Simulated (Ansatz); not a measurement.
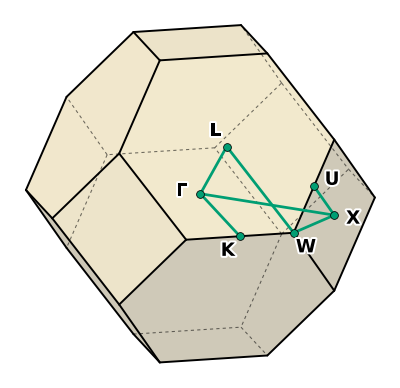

The figure shows the first Brillouin zone with its special points and a band path. Crystal: NaI, a calculation's input that goes back to an entry of the Crystallography Open Database (an earlier step may have relaxed or displaced it). All values are computed from the atomic coordinates in the standard setting (tolerance 0.002 Å).

Labels and path follow the convention of Hinuma et al. (2017), as computed by seekpath.

What lattice type do the shape and the labels point to?

Answer. A face-centred cubic lattice (cF; extended symbol cF2). The zone is a truncated octahedron in its combinatorial type: 14 faces (6 with 4 edges, 8 with 6 edges), 36 edges, 24 vertices.

In which order does the conventional band path visit the special points?

Answer. Γ–X–U | K–Γ–L–W–X
